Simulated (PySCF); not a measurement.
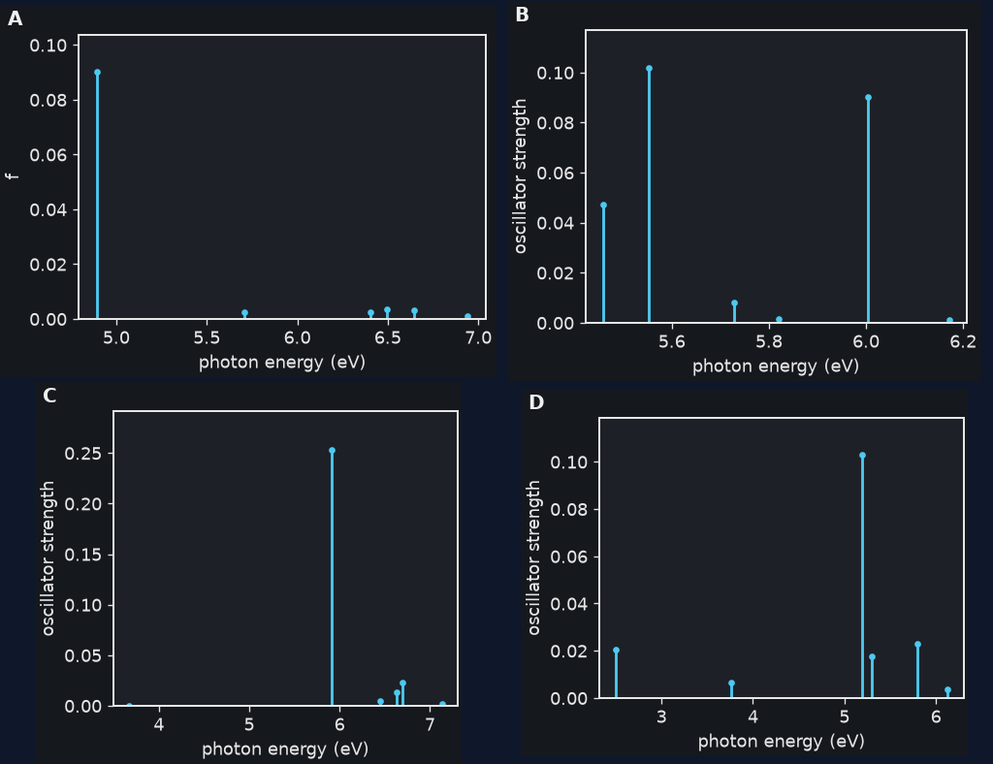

Vertical TDDFT excitations, PBE0/def2-SVPD with PySCF, at a GFN2-xTB geometry (no frequency check), gas phase. Each panel shows the lowest singlet states that were computed.

Question: Assign the panels.
1. C₈H₁₂ (1,5,5-trimethylcyclopentadiene), SMILES CC1=CC=CC1(C)C
2. C₆H₉O⁺, SMILES CO[C@H]1[CH+]C=CC1
3. C₇H₇NO, SMILES N#C[C@@H]1CC=CC(=O)C1
4. C₆H₇NOS, SMILES C=CCOc1ccns1

Answer: A: 1 (S1 at 4.89 eV, brightest at 4.89 eV)
B: 4 (S1 at 5.46 eV, brightest at 5.55 eV)
C: 3 (S1 at 3.67 eV, brightest at 5.91 eV)
D: 2 (S1 at 2.50 eV, brightest at 5.20 eV)

Limits of at least one run: core orbitals are frozen in the response; one conformer of a flexible molecule; states above the negative HOMO energy depend on the basis; the tight-binding geometry is rougher than a DFT one and adds to the error.
